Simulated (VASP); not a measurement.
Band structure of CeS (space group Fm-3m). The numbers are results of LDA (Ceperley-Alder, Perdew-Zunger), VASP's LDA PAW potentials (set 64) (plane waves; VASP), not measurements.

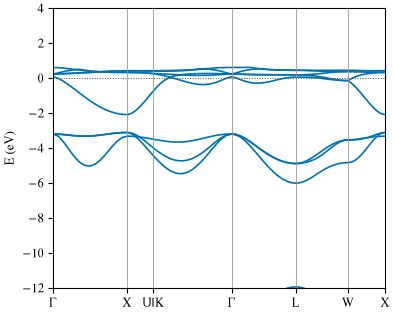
Fig. 1. Bands along high-symmetry lines, zero at the valence-band maximum or, without a gap, the Fermi level

### Question
Read the plot: is there a gap, and where are the band edges?

### Answer
It has no gap at this level: it comes out as a metal or semimetal. (Edges off the drawn lines would not show.)

The structure comes from a computed database's CeS entry (Fm-3m); how it stands against other phases isn't given here. It was relaxed first, which changed the volume by -6 %. The run is not spin-polarised, so no magnetic state was tried.
